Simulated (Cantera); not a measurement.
Feed: 1 mol CH₃F, held at 0.930 bar.

Cantera equilibrium calculation (NASA polynomials, part measured and part estimated; ideal gas, pure solids and liquids). Candidate condensed phases: C, C₆H₆, C₇H₈, C₈H₁₈; 95 gas species. The numbers say what is thermodynamically allowed, not how fast it happens.

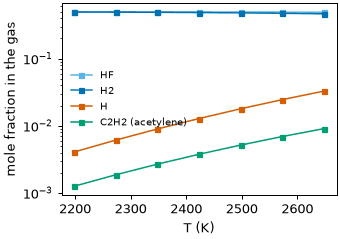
Figure: Equilibrium gas composition (values under 1e-9 drawn at 1e-9)

From 2198 K to 2648 K the condensed part is C(graphite). The main C-bearing gas is C₂H₂ (acetylene) throughout. The share of C in condensed phases is highest at 2198 K (99.5 %) and lowest at 2648 K (96.2 %).
